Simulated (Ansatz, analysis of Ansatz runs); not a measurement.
## Ga-H pair in Si: local vibrational mode against experiment

How near does this set-up come to the measured local vibrational mode? Subject: Ga-H pair in Si. Set-up: HSE06, 64-site cell, PBE lattice, 420 eV, k: the zone centre alone, relaxed with the hybrid. The model is a cell of 64 host atoms with Ga put on another atom's site and H put in between. The frequencies come from force constants among the defect atom and its neighbours, with the masses of the isotopes named. Exact exchange opens the gap, stiffens bonds and lessens the self-interaction error, at many times the cost.

Measured beforehand: Si-H stretch, 1H: 2171 cm⁻¹, by IR absorption (quoted in “Local vibrational modes of impurities in silicon”, 2008, M.D. McCluskey, quoting earlier work (1987)). The calculation is set beside it at the end.

Calculated with Ansatz 0.2.0; plane-wave PAW DFT, HSE06; relaxation of all atoms of a defect supercell.

### 1. Set-up

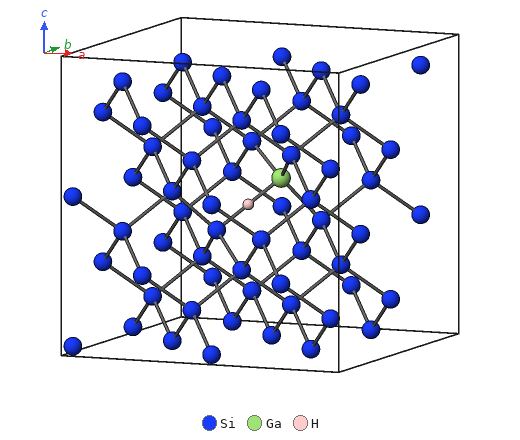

The starting structure, seen slightly off an axis (silicon blue, gallium green, hydrogen pink). Bonds to atoms that aren't drawn are left out.

The cell holds 65 atoms: 63 Si, 1 Ga and 1 H. Its edges and angles: a = 10.940 Å, b = 10.940 Å, c = 10.940 Å, α = 90.0°, β = 90.0°, γ = 90.0°. It derives from Si (space group Fd-3m). Nearest the centre at fractional (0.346, 0.346, 0.346): H65 at 0.55 Å, Ga8 at 1.00 Å, Si4 at 2.06 Å, Si27 at 2.61 Å, Si49 at 2.61 Å, Si42 at 2.61 Å, Si5 at 3.43 Å, Si7 at 3.43 Å.

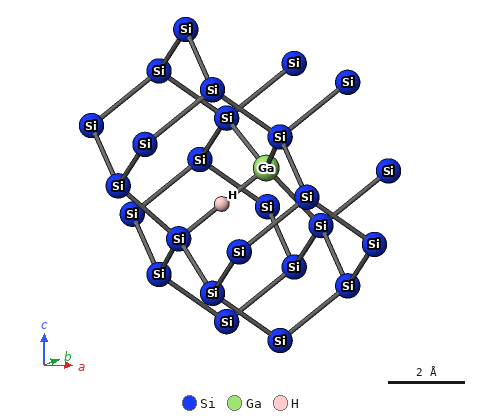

The atoms within 5 Å of the centre.

The host's primitive cell comes from a first run (plane-wave PAW DFT, PBE; relaxation of the host's cell and atoms): vectors of 3.868, 3.868 and 3.868 Å. That is 20.46 Å³ an atom, 2.2 % over the diffraction cell's volume. The supercell is built on it.

### 2. Relaxation, charge 0

Every later number rests on the structure around the defect, so the atoms are relaxed at the host's lattice first.

Contents of relax/input.yaml:

```yaml
relax:
  f_tol: 0.01
  max_steps: 80
  random_displacement: { amplitude: 0.02, seed: 972 }
crystal:
  lattice:
    - [10.93956647, 0.0, 0.0]
    - [0.0, 10.93956647, 0.0]
    - [0.0, 0.0, 10.93956647]
  atoms:
    - { symbol: Si, position: [0.0, 0.0, 0.25] }
    - { symbol: Si, position: [0.0, 0.25, 0.0] }
    - { symbol: Si, position: [0.25, 0.0, 0.0] }
    - { symbol: Si, position: [0.236809349, 0.236809349, 0.236809349] }
    - { symbol: Si, position: [0.125, 0.125, 0.375] }
    - { symbol: Si, position: [0.125, 0.375, 0.125] }
    - { symbol: Si, position: [0.375, 0.125, 0.125] }
    - { symbol: Ga, position: [0.398748656, 0.398748656, 0.398748656] }
    - { symbol: Si, position: [0.0, 0.0, 0.75] }
    - { symbol: Si, position: [0.0, 0.25, 0.5] }
    - { symbol: Si, position: [0.25, 0.0, 0.5] }
    - { symbol: Si, position: [0.25, 0.25, 0.75] }
    - { symbol: Si, position: [0.125, 0.125, 0.875] }
    - { symbol: Si, position: [0.125, 0.375, 0.625] }
    - { symbol: Si, position: [0.375, 0.125, 0.625] }
    - { symbol: Si, position: [0.375, 0.375, 0.875] }
    - { symbol: Si, position: [0.0, 0.5, 0.25] }
    - { symbol: Si, position: [0.0, 0.75, 0.0] }
    - { symbol: Si, position: [0.25, 0.5, 0.0] }
    - { symbol: Si, position: [0.25, 0.75, 0.25] }
    - { symbol: Si, position: [0.125, 0.625, 0.375] }
    - { symbol: Si, position: [0.125, 0.875, 0.125] }
    - { symbol: Si, position: [0.375, 0.625, 0.125] }
    - { symbol: Si, position: [0.375, 0.875, 0.375] }
    - { symbol: Si, position: [0.0, 0.5, 0.75] }
    - { symbol: Si, position: [0.0, 0.75, 0.5] }
    - { symbol: Si, position: [0.25, 0.5, 0.5] }
    - { symbol: Si, position: [0.25, 0.75, 0.75] }
    - { symbol: Si, position: [0.125, 0.625, 0.875] }
    - { symbol: Si, position: [0.125, 0.875, 0.625] }
    - { symbol: Si, position: [0.375, 0.625, 0.625] }
    - { symbol: Si, position: [0.375, 0.875, 0.875] }
    - { symbol: Si, position: [0.5, 0.0, 0.25] }
    - { symbol: Si, position: [0.5, 0.25, 0.0] }
    - { symbol: Si, position: [0.75, 0.0, 0.0] }
    - { symbol: Si, position: [0.75, 0.25, 0.25] }
    - { symbol: Si, position: [0.625, 0.125, 0.375] }
    - { symbol: Si, position: [0.625, 0.375, 0.125] }
    - { symbol: Si, position: [0.875, 0.125, 0.125] }
    - { symbol: Si, position: [0.875, 0.375, 0.375] }
    - { symbol: Si, position: [0.5, 0.0, 0.75] }
    - { symbol: Si, position: [0.5, 0.25, 0.5] }
    - { symbol: Si, position: [0.75, 0.0, 0.5] }
    - { symbol: Si, position: [0.75, 0.25, 0.75] }
    - { symbol: Si, position: [0.625, 0.125, 0.875] }
    - { symbol: Si, position: [0.625, 0.375, 0.625] }
    - { symbol: Si, position: [0.875, 0.125, 0.625] }
    - { symbol: Si, position: [0.875, 0.375, 0.875] }
    - { symbol: Si, position: [0.5, 0.5, 0.25] }
    - { symbol: Si, position: [0.5, 0.75, 0.0] }
    - { symbol: Si, position: [0.75, 0.5, 0.0] }
    - { symbol: Si, position: [0.75, 0.75, 0.25] }
    - { symbol: Si, position: [0.625, 0.625, 0.375] }
    - { symbol: Si, position: [0.625, 0.875, 0.125] }
    - { symbol: Si, position: [0.875, 0.625, 0.125] }
    - { symbol: Si, position: [0.875, 0.875, 0.375] }
    - { symbol: Si, position: [0.5, 0.5, 0.75] }
    - { symbol: Si, position: [0.5, 0.75, 0.5] }
    - { symbol: Si, position: [0.75, 0.5, 0.5] }
    - { symbol: Si, position: [0.75, 0.75, 0.75] }
    - { symbol: Si, position: [0.625, 0.625, 0.875] }
    - { symbol: Si, position: [0.625, 0.875, 0.625] }
    - { symbol: Si, position: [0.875, 0.625, 0.625] }
    - { symbol: Si, position: [0.875, 0.875, 0.875] }
    - { symbol: H, position: [0.316442, 0.316442, 0.316442] }
basis:
  ecutwfc: 420
  xc_grid: 2
hamiltonian:
  xc: hse06
kpoints:
  mp_grid: { grid: [1, 1, 1] }
scf:
  occupations: { method: fermi_dirac, width: 0.01 }
  max_iter: 120
output:
  forces: true
checkpoint:
  write: "../relax.run"
  compress: false
  write_wavefunctions: true
  write_every: 100000
```

The run is started by

```sh
> ansatz run input.yaml --threads 4 --pin off --max-ram 7536MiB --backend cpu --events-out ev --progress --plain --runs-dir out
```

Numbers of over 12 decimals in the logs are rounded to 6 here.

Log:

```text
[... repeated set-up lines and file paths are left out, and long positions are rounded to six places ...]
exact exchange: scf.exx.singularity resolves to wigner_seitz, which cuts the screened interaction at the faces of the exchange supercell's Wigner-Seitz cell, so that each pair interacts once, at the shortest of its separations (the periodic images that this [...]
Engine: ansatz 0.2.0, x86_64-unknown-linux-gnu
Pseudopotentials: kind: paw
Pseudopotential: Si, paw, valence charge 4, recommended cutoff 420 eV (normal), Si.paw.azcp
Pseudopotential: Ga, paw, valence charge 13, recommended cutoff 420 eV (normal), Ga.paw.azcp
Pseudopotential: H, paw, valence charge 1, recommended cutoff 420 eV (normal), H.paw.azcp
Functional definition: HSE06
  parameter a = 0.25
  parameter omega = 0.11/bohr
  exchange = pbe_x - a*pbe_x_sr(omega) + a*exact_x_sr(omega)
  correlation = pbe_c
Crystal: 65 atoms, lattice volume = 1309.183 Å³
Basis set: ecut = 420 eV, 25677 PW (Γ), exchange–correlation on 150×150×150 points (8 copies of the dense FFT grid, shifted against one another)
Bands: 198, of which v1, the nominal top of the filled ones, is band 133 counted from 1 (132 counted from 0)
Symmetry: 1 space group operations
k-points: 1
Non-local potential: Si, projectors of the file, l = 0: 2, l = 1: 2, l = 2: 2
Non-local potential: Ga, projectors of the file, l = 0: 2, l = 1: 2, l = 2: 3, l = 3: 1
Non-local potential: H, projectors of the file, l = 0: 2, l = 1: 1
PAW form: soft (Blöchl's): semilocal exchange-correlation on the pseudo side does not see the compensation charge
PAW frozen core: Si, regenerated for the run's functional, and the local potential with it (the file was generated under x = pbe(κ = 0.804, μ = 0.219515), c = pbe(β = 0.066725))
PAW frozen core: Ga, regenerated for the run's functional, and the local potential with it (the file was generated under x = pbe(κ = 0.804, μ = 0.219515), c = pbe(β = 0.066725))
PAW one-centre angular grid: Si, 110 points (default); XC on 64 Gauss nodes
PAW one-centre angular grid: Ga, 590 points (default); XC on 64 Gauss nodes
PAW one-centre angular grid: H, 110 points (default); XC on 64 Gauss nodes
Initial density: superposition of atomic densities (neutral atoms: chi_scale 0, normalization atom), corrected by the library's trained network
Initial wavefunctions: pseudopotential atomic-orbital guess
Functional: x = pbe(κ = 0.804, μ = 0.219515), c = pbe(β = 0.066725), warm-up for x = pbe(κ = 0.804, μ = 0.219515) + 0.25 (exact − pbe) at short range (hse, ω = 0.207870 Å⁻¹), c = pbe(β = 0.066725); [...]
SCF iter   1: F=—  HF=-43846.408176 eV  |F-HF|=—  |Δ(HF+E_count)|=         —  Δρ=2.03e-3  dr2=1.15e-1  ethr=1.77e-3  ⟨swp⟩=18.0  Hψ=1400  notcnv=0  reapply=1
preconditioner: auto → none  [insulator: Δε(μ)=0.605 eV  Ē_g=8.227 eV  σ=0.010 eV  W_gap=1.00  n_scr=202 (ndim 8)  ℏωp=16.7 eV  f_vac=0.000  D(μ)=0.00/eV (n_scr^D=0)]
SCF iter   2: F=—  HF=-43846.398753 eV  |F-HF|=—  |Δ(HF+E_count)|=   9.42e-3  Δρ=1.00e-3  dr2=2.17e-2  ethr=4.31e-5  ⟨swp⟩=8.0  Hψ=654  notcnv=0  defer=6
SCF iter   3: F=—  HF=-43846.397563 eV  |F-HF|=—  |Δ(HF+E_count)|=   1.19e-3  Δρ=3.91e-4  dr2=7.07e-3  ethr=8.15e-6  ⟨swp⟩=11.0  Hψ=608  notcnv=0  defer=1
iter 4 solved again at ethr=5.70e-8 eV; its pass at ethr=2.66e-6 eV (dr2=1.52e-4 eV) is discarded
SCF iter   4: F=—  HF=-43846.396430 eV  |F-HF|=—  |Δ(HF+E_count)|=   1.13e-3  Δρ=8.87e-5  dr2=1.71e-4  ethr=5.70e-8  ⟨swp⟩=4.0  Hψ=934  notcnv=0
SCF iter   5: F=—  HF=-43846.396475 eV  |F-HF|=—  |Δ(HF+E_count)|=   4.54e-5  Δρ=3.98e-5  dr2=3.32e-5  ethr=5.70e-8  ⟨swp⟩=3.0  Hψ=405  notcnv=0
SCF iter   6: F=—  HF=-43846.396489 eV  |F-HF|=—  |Δ(HF+E_count)|=   1.39e-5  Δρ=1.50e-5  dr2=4.23e-6  ethr=1.25e-8  ⟨swp⟩=3.0  Hψ=392  notcnv=0
SCF iter   7: F=—  HF=-43846.396492 eV  |F-HF|=—  |Δ(HF+E_count)|=   3.34e-6  Δρ=4.21e-6  dr2=2.97e-7  ethr=1.59e-9  ⟨swp⟩=3.0  Hψ=413  notcnv=0
SCF iter   8: F=-43846.396493 eV  HF=-43846.396493 eV  |F-HF|=6.49e-9  |Δ(HF+E_count)|=   3.41e-7  Δρ=1.47e-6  dr2=4.00e-8  ethr=1.12e-10  ⟨swp⟩=4.0  Hψ=451  notcnv=0
SCF 1 converged in 8 iterations: F = -43846.396493 eV  dr2 = 4.00e-8
  greatest PAW one-centre occupation: 0.994 electrons in one spin orbital (limit 2), on the Ga atom at site 7 (counted from 0), in its partial waves of l = 2
Initial density: handed on by an earlier stage of this run
Initial wavefunctions: those handed on with the density
Functional: x = pbe(κ = 0.804, μ = 0.219515) + 0.25 (exact − pbe) at short range (hse, ω = 0.207870 Å⁻¹), c = pbe(β = 0.066725); HSE06 as pw.x's `hse` composes it (authors' and Libxc's form: `xc: wpbeh`)
Exchange kernel: α = 0.2500, screened, ω = 0.2079 Å⁻¹, Wigner–Seitz truncation, v(0) = 945.9129 eV·Å³, q-mesh 1×1×1, nearest image of the exchange supercell L = 10.94 Å, pair-density grid 48×48×48, without the augmentation charges, whose exchange is taken in [...]
Frozen-core exchange: fock
iter 1 solved again at ethr=3.35e-5 eV; its pass at ethr=1.00e-1 eV (dr2=8.92e-2 eV) is discarded
SCF iter   1: F=—  HF=-43878.064970 eV  |F-HF|=—  |Δ(HF+E_count)|=         —  Δρ=3.67e-3  dr2=1.23e-1  ethr=3.35e-5  ⟨swp⟩=5.0  Hψ=1182  notcnv=0
SCF iter   2: F=—  HF=-43878.013843 eV  |F-HF|=—  |Δ(HF+E_count)|=   5.11e-2  Δρ=1.39e-3  dr2=3.29e-2  ethr=3.35e-5  ⟨swp⟩=4.0  Hψ=457  notcnv=0
SCF iter   3: F=—  HF=-43878.006813 eV  |F-HF|=—  |Δ(HF+E_count)|=   7.03e-3  Δρ=6.95e-4  dr2=2.08e-2  ethr=8.14e-6  ⟨swp⟩=5.0  Hψ=559  notcnv=0
SCF iter   4: F=—  HF=-43878.111719 eV  |F-HF|=—  |Δ(HF+E_count)|=   1.05e-1  Δρ=7.08e-4  dr2=1.17e-2  ethr=4.55e-6  ⟨swp⟩=5.0  Hψ=728  notcnv=0
SCF iter   5: F=—  HF=-43878.110569 eV  |F-HF|=—  |Δ(HF+E_count)|=   1.15e-3  Δρ=2.46e-4  dr2=9.49e-3  ethr=4.34e-6  ⟨swp⟩=4.0  Hψ=555  notcnv=0
SCF iter   6: F=—  HF=-43878.108818 eV  |F-HF|=—  |Δ(HF+E_count)|=   1.75e-3  Δρ=7.89e-5  dr2=6.50e-4  ethr=3.49e-6  ⟨swp⟩=4.0  Hψ=439  notcnv=0
SCF iter   7: F=—  HF=-43878.108762 eV  |F-HF|=—  |Δ(HF+E_count)|=   5.59e-5  Δρ=3.58e-5  dr2=4.10e-4  ethr=1.73e-7  ⟨swp⟩=4.0  Hψ=411  notcnv=0
SCF iter   8: F=—  HF=-43878.111982 eV  |F-HF|=—  |Δ(HF+E_count)|=   3.22e-3  Δρ=1.08e-4  dr2=3.79e-4  ethr=3.07e-8  ⟨swp⟩=5.0  Hψ=634  notcnv=0
SCF iter   9: F=-43878.111879 eV  HF=-43878.111890 eV  |F-HF|=1.09e-5  |Δ(HF+E_count)|=   9.24e-5  Δρ=2.13e-5  dr2=1.93e-5  ethr=3.07e-8  ⟨swp⟩=4.0  Hψ=415  notcnv=0
SCF 2 stopped early in 9 iterations: F = -43878.111879 eV  dr2 = 1.93e-5
  Residual-converged pass: ⟨swp⟩=5.0  Hψ=582  notcnv=0  max |occ|·‖R‖ = 5.5e-6 eV (tolerance 6.7e-6 eV)  dr2=1.79e-5  dr2_onsite=9.28e-8  max |Δocc| = 0.0e0
hybrid outer 1: dexx = +1.257e-1 eV, tail = 8.94e-5 eV
SCF iter   1: F=—  HF=-43878.110401 eV  |F-HF|=—  |Δ(HF+E_count)|=         —  Δρ=1.61e-5  dr2=8.63e-6  ethr=1.68e-7  ⟨swp⟩=7.0  Hψ=552  notcnv=0
SCF iter   2: F=—  HF=-43878.110400 eV  |F-HF|=—  |Δ(HF+E_count)|=   1.19e-6  Δρ=4.37e-6  dr2=1.49e-6  ethr=2.78e-9  ⟨swp⟩=3.0  Hψ=405  notcnv=0
SCF iter   3: F=—  HF=-43878.110402 eV  |F-HF|=—  |Δ(HF+E_count)|=   1.81e-6  Δρ=4.61e-6  dr2=6.11e-7  ethr=4.54e-10  ⟨swp⟩=4.0  Hψ=443  notcnv=0
SCF iter   4: F=-43878.110402 eV  HF=-43878.110402 eV  |F-HF|=1.46e-8  |Δ(HF+E_count)|=   1.40e-7  Δρ=1.18e-6  dr2=3.72e-8  ethr=2.14e-10  ⟨swp⟩=3.0  Hψ=359  notcnv=0
SCF 3 converged in 4 iterations: F = -43878.110402 eV  dr2 = 3.72e-8
  Residual-converged pass: ⟨swp⟩=3.0  Hψ=448  notcnv=0  max |occ|·‖R‖ = 3.6e-6 eV (tolerance 5.1e-6 eV)  dr2=3.55e-8  dr2_onsite=4.91e-9  max |Δocc| = 0.0e0
hybrid outer 2: dexx = +2.208e-6 eV, tail = 9.09e-8 eV, Δε = 9.85e-4 eV (about 4.55e-5 eV left of the loop's levels), ΔF = 2.61e-3 eV/Å (tail 4.49e-4)
relax step   1: F+E_penalty+E_count = -43878.11040192 eV  Δ(F+E_penalty+E_count) = +0.000e0 eV  max|allowed force component| = 1.359e0 eV/Å  Δτ_max = 0.0000 Å  (21 SCF iters, accepted)
[... the SCF cycles and remarks between the steps are left out from here to the last step ...]
relax step   2: F+E_penalty+E_count = -43878.75832185 eV  Δ(F+E_penalty+E_count) = -6.479e-1 eV  max|allowed force component| = 4.976e-1 eV/Å  Δτ_max = 0.1274 Å  (16 SCF iters, dr2 threshold 1.00e-4 eV, accepted)
relax step   3: F+E_penalty+E_count = -43878.83548721 eV  Δ(F+E_penalty+E_count) = -7.717e-2 eV  max|allowed force component| = 1.474e-1 eV/Å  Δτ_max = 0.0696 Å  (18 SCF iters, dr2 threshold 1.55e-5 eV, accepted)
relax step   4: F+E_penalty+E_count = -43878.84053863 eV  Δ(F+E_penalty+E_count) = -5.051e-3 eV  max|allowed force component| = 5.391e-2 eV/Å  Δτ_max = 0.0263 Å  (20 SCF iters, dr2 threshold 1.90e-6 eV, accepted)
relax step   5: F+E_penalty+E_count = -43878.84132229 eV  Δ(F+E_penalty+E_count) = -7.837e-4 eV  max|allowed force component| = 9.856e-3 eV/Å  Δτ_max = 0.0115 Å  (18 SCF iters, dr2 threshold 2.55e-7 eV, accepted)
iter 1 solved again at ethr=1.00e-12 eV; its pass at ethr=1.00e-1 eV (dr2=5.92e-10 eV) is discarded
SCF iter   1: F=—  HF=-43878.841322 eV  |F-HF|=—  |Δ(HF+E_count)|=         —  Δρ=1.75e-7  dr2=6.95e-10  ethr=1.70e-12 (applied; sched 1.00e-12)  ⟨swp⟩=13.0  Hψ=868  notcnv=0
SCF iter   2: F=-43878.841322 eV  HF=-43878.841322 eV  |F-HF|=8.73e-10  |Δ(HF+E_count)|=  4.37e-11  Δρ=1.02e-7  dr2=1.01e-9  ethr=1.00e-12  ⟨swp⟩=3.0  Hψ=359  notcnv=0
SCF 16 converged in 2 iterations: F = -43878.841322 eV  dr2 = 1.01e-9
  Residual-converged pass: ⟨swp⟩=2.0  Hψ=206  notcnv=0  max |occ|·‖R‖ = 6.1e-6 eV (tolerance 6.7e-6 eV)  dr2=1.02e-9  dr2_onsite=2.62e-12  max |Δocc| = 0.0e0
hybrid outer 1: dexx = +6.389e-11 eV, tail = 1.93e-9 eV
SCF iter   1: F=—  HF=-43878.841322 eV  |F-HF|=—  |Δ(HF+E_count)|=         —  Δρ=1.14e-7  dr2=1.46e-9  ethr=3.64e-12  ⟨swp⟩=12.0  Hψ=543  notcnv=0
SCF iter   2: F=-43878.841322 eV  HF=-43878.841322 eV  |F-HF|=3.21e-9  |Δ(HF+E_count)|=  3.42e-10  Δρ=1.34e-7  dr2=3.35e-9  ethr=1.00e-12  ⟨swp⟩=4.0  Hψ=377  notcnv=0
SCF 17 converged in 2 iterations: F = -43878.841322 eV  dr2 = 3.35e-9
  Residual-converged pass: ⟨swp⟩=4.0  Hψ=439  notcnv=0  max |occ|·‖R‖ = 2.5e-7 eV (tolerance 2.9e-7 eV)  dr2=3.45e-9  dr2_onsite=6.30e-12  max |Δocc| = 0.0e0
hybrid outer 2: dexx = +2.378e-10 eV, tail = 6.71e-9 eV, Δε = 3.62e-5 eV (about 8.96e-5 eV left of the loop's levels), ΔF = 1.27e-5 eV/Å (tail 8.29e-4)
relax step   6: F+E_penalty+E_count = -43878.84132228 eV  Δ(F+E_penalty+E_count) = +2.176e-9 eV  max|allowed force component| = 9.848e-3 eV/Å  Δτ_max = 0.0000 Å  (4 SCF iters, accepted)
hybrid SCF converged: 2 outer / 4 inner (+0 warm-up), last move |dexx| = 2.38e-10 eV, tail = 6.71e-9 eV
Stability not checked: this state was not tested for a lower state beside it, because the functional holds exact exchange (a hybrid, or Hartree-Fock), whose exchange loop this test does not read (fock_operator; see scf.lower_state_search)
Free energy (F): -43878.841322 eV
Harris-Foulkes:  -43878.841322 eV  (|F-HF|=3.21e-9)
Internal energy: -43878.841322 eV  (E = F + TS)
E sigma→0 (E₀):  -43878.841322 eV
Fermi energy:    6.370282 eV
--- Per-component energies (eV) ---
  E_band       = -51.230539
  E_kinetic    = 2685.832524
  E_local      = -4594.307688  (includes V_loc(G=0)·N_el)
  E_nonlocal   = 2013.468532
  E_hartree    = 1837.305758
  E_xc         = -2895.188199
  E_vxc        = -2459.095477  (∫ρ·V_xc dr)
  E_exx        = -402.267383  (= α·E_x^exact, valence–valence)
  E_paw        = -34575.259973  (= ΣΔE_a)
  E_vpaw       = -567.203209  (= ΣTr[D̂ρ^β])
  E_aug_tail   = -0.001061  (compensation charges beyond the density's cutoff)
  E_ewald      = -7944.811750
  E_core_change = -3.612083  (= ΣΔE_core)
  E_smearing   = -0.000000  (= −TS)
  E_closure    = 0.000000  (closes the sum)
  Σ components = -43878.841322   (vs F -43878.841322, Δ=7.28e-12)
--- Forces (eV/Å), atoms counted from 1 ---
  atom   1  Si     0.00366328     0.00342628    -0.00191564
  atom   2  Si     0.00221014    -0.00209504     0.00255192
  [... 1 atom left out ...]
  atom   4  Si     0.00598601     0.00757230     0.00614785
  atom   5  Si     0.00096790     0.00126628    -0.00116530
  atom   6  Si     0.00267461    -0.00000186     0.00259448
  atom   7  Si    -0.00140710     0.00159768     0.00241439
  atom   8  Ga    -0.00439284    -0.00307890    -0.00536813
  [... 14 atoms left out ...]
  atom  23  Si    -0.00296437    -0.00141969     0.00031059
  [... 3 atoms left out ...]
  atom  27  Si     0.00276812     0.00087192     0.00021667
  [... 14 atoms left out ...]
  atom  42  Si     0.00137292     0.00244715     0.00113208
  [... 6 atoms left out ...]
  atom  49  Si     0.00032233     0.00018249     0.00213068
  [... 15 atoms left out ...]
  atom  65  H     -0.00772584    -0.00984836    -0.00749082
  max |Σ_I F_I| component: 1.15e-5 eV/Å
--- Band table (eV) ---
  k-point 0: bands = ["-11.4079", "-11.2610", "-11.2607", "-11.1560", [... 172 left out ...] "9.9555", "10.0254", "10.0263", "10.6100"]
  guard bands above this table: 18 of the run's 198 bands. The solve was not asked for them (output.publish_guard_bands: true or output.eigenvalues: true publishes all)
--- Relaxed structure (6 steps of the walk, 6 accepted, 0 SCFs on fresh bases) ---
  F+E_penalty+E_count = -43878.84132228 eV   max|allowed force component| = 9.848e-3 eV/Å
  atoms:
    - { symbol: Si, position: [-0.002575, -0.002871, 0.249463] }
    - { symbol: Si, position: [-0.002183, 0.249179, -0.002113] }
    [... 1 atom left out ...]
    - { symbol: Si, position: [0.231673, 0.231095, 0.231802] }
    - { symbol: Si, position: [0.119909, 0.119568, 0.376276] }
    - { symbol: Si, position: [0.120353, 0.376104, 0.120425] }
    - { symbol: Si, position: [0.376287, 0.119682, 0.120083] }
    - { symbol: Ga, position: [0.402037, 0.401886, 0.402107] }
    [... 14 atoms left out ...]
    - { symbol: Si, position: [0.375728, 0.626113, 0.124178] }
    [... 3 atoms left out ...]
    - { symbol: Si, position: [0.245181, 0.506790, 0.507155] }
    [... 14 atoms left out ...]
    - { symbol: Si, position: [0.507172, 0.245129, 0.507245] }
    [... 6 atoms left out ...]
    - { symbol: Si, position: [0.507020, 0.506752, 0.245214] }
    [... 15 atoms left out ...]
    - { symbol: H, position: [0.310759, 0.307769, 0.311861] }
```

It took 5.7 min on 4 threads of AMD EPYC 7B13 (Zen 3), shared host; peak memory 2.4 GiB; 22 min of CPU time.

[end of part 1 of 2]

[Logs are printed without paths, hosts, clocks, repeated set-up lines and the standing remarks that a program may print on its own settings, such as how far it seeks lower states.]

[Hosts, paths, dates, database ids (printed as entryN), source tags and the programs' standing remarks are cut or masked in the printed files.]

[For some hosts the program warned that the k-mesh of the response run may be too coarse for force constants and the static dielectric constant; such warnings are not shown here.]
